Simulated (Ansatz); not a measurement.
# AlH3O (AlH2(OH)): HSE06/STO-3G

What is the vertical singlet–triplet gap of AlH3O (AlH2(OH)) at HSE06/STO-3G? 

The calculation is run with Ansatz 0.2.0.

56 further runs of the same task are left out: 56 set aside as unsound or not needed.

## Step 1: The system as given

AlH3O has 5 atoms, charge 0, and is taken as a singlet. SMILES: `[H][Al]([H])[OH]`. The shape comes from GFN2-xTB, which is rough for such elements, and wasn't checked as a minimum.

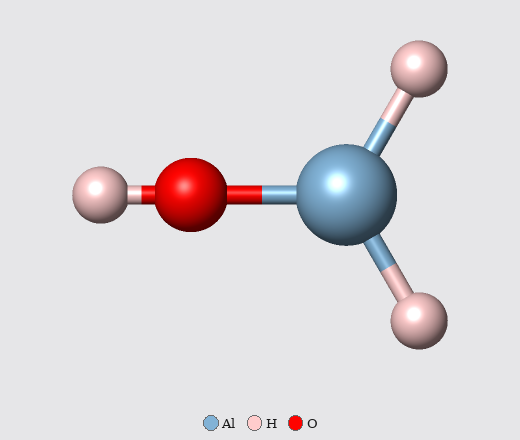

Viewed from a chosen angle; aluminium light blue, hydrogen pink, oxygen red.

## Step 2: The energy at HSE06/STO-3G

File molecule.yaml:

```yaml
crystal:
  periodic: [false, false, false]
  atoms:
    - symbol: Al
      position_ang: [0.271770, 0.451120, -0.109270]
    - symbol: H
      position_ang: [1.798980, 0.417230, -0.221380]
    - symbol: H
      position_ang: [-0.481020, 1.769010, -0.311810]
    - symbol: O
      position_ang: [-0.555450, -0.920030, 0.226660]
    - symbol: H
      position_ang: [-1.034280, -1.717330, 0.415800]
basis:
  gaussian: {orbitals: STO-3G}
hamiltonian: {xc: {name: HSE06}}
accuracy: high
```

Run with:

```sh
$ ansatz run molecule.yaml --threads 1 --pin off --max-ram 2610MiB --events-out events.jsonl --progress --plain --runs-dir runs
```

What it wrote:

```text
Warning: RAYON_NUM_THREADS=1 ignored (pool sized by the plan → 1); use --threads N
Functional definition: HSE06
  name "HSE06"
  parameter a = 0.25
  parameter omega = 0.11/bohr
  exchange = pbe_x - a*pbe_x_sr(omega) + a*exact_x_sr(omega)
  correlation = pbe_c
288 factors; integrals over basis functions are off by at most 2.9e-8 eV
55 factors; integrals over basis functions are off by at most 1.5e-9 eV
mean field evaluation 1: about -8576.3635 eV, gradient 2.6e1 eV
mean field evaluation 2: about -8573.2546 eV, gradient 4.4e1 eV
mean field evaluation 4: about -8578.5517 eV, gradient 7.0e-1 eV
mean field evaluation 8: about -8578.5246 eV, gradient 3.9e-4 eV
mean field evaluation 16: about -8578.5246 eV, gradient 1.7e-9 eV
mean field -8578.52460557 eV, -315.2549645220 hartree, gradient 1.7e-9 eV, S^2 0.000000; 0 other end points of the search recorded, 0 dependent functions left out
reference -8578.52460748 eV, -315.2549645920 hartree; 12, 12 occupied and 5, 5 virtual orbitals, 288 factors
Total energy: -8578.52460748 eV, -315.2549645920 hartree
```

Wall time 1.4 s (1 thread of Intel Xeon Platinum 8259CL at 2.50GHz (Skylake/Cascade Lake), shared host); peak memory 0.11 GiB.

## Step 3: The triplet at the same level

File job.yaml:

```yaml
crystal:
  periodic: [false, false, false]
  atoms:
    - {symbol: Al, position_ang: [0.271770, 0.451120, -0.109270]}
    - {symbol: H, position_ang: [1.798980, 0.417230, -0.221380]}
    - {symbol: H, position_ang: [-0.481020, 1.769010, -0.311810]}
    - {symbol: O, position_ang: [-0.555450, -0.920030, 0.226660]}
    - {symbol: H, position_ang: [-1.034280, -1.717330, 0.415800]}
basis:
  gaussian:
    orbitals: STO-3G
magnetization:
  spin_polarized: true
  initial_magnetization: 2
hamiltonian:
  xc: hse06
accuracy: high
```

Run with:

```sh
$ ansatz run job.yaml --threads 1 --pin off --max-ram 2610MiB --events-out events.jsonl --progress --plain --runs-dir runs
```

What it wrote:

```text
Warning: RAYON_NUM_THREADS=1 ignored (pool sized by the plan → 1); use --threads N
[... 6 set-up lines as earlier in the session ...]
288 factors; integrals over basis functions are off by at most 2.9e-8 eV
55 factors; integrals over basis functions are off by at most 1.5e-9 eV
mean field evaluation 1: about -8569.7703 eV, gradient 9.4e0 eV
mean field evaluation 2: about -8570.3293 eV, gradient 1.2e1 eV
mean field evaluation 4: about -8571.3140 eV, gradient 2.5e0 eV
mean field evaluation 8: about -8571.3603 eV, gradient 2.1e-2 eV
mean field evaluation 16: about -8571.3603 eV, gradient 1.0e-5 eV
mean field -8571.36034201 eV, -314.9916826923 hartree, gradient 4.4e-8 eV, S^2 2.001841; 2 other end points of the search recorded, 0 dependent functions left out
reference -8571.36034400 eV, -314.9916827652 hartree; 13, 11 occupied and 4, 6 virtual orbitals, 288 factors
Total energy: -8571.36034400 eV, -314.9916827652 hartree
```

Wall time 4.5 s (1 thread of Intel Xeon Platinum 8259CL at 2.50GHz (Skylake/Cascade Lake), shared host); peak memory 0.14 GiB.

## Step 4: Outcome

Level: HSE06/STO-3G.

| quantity | value |
| --- | --- |
| singlet: total energy | -315.25496 Eh |
| triplet: total energy | -314.99168 Eh |
| triplet: ⟨S²⟩ | 2.002 |
| vertical energy of the triplet above the singlet | 7.164 eV |

In words: At this shape the triplet lies 7.16 eV (165 kcal/mol) above the singlet. In a minimal basis such a difference can be off by several eV, whatever the method.
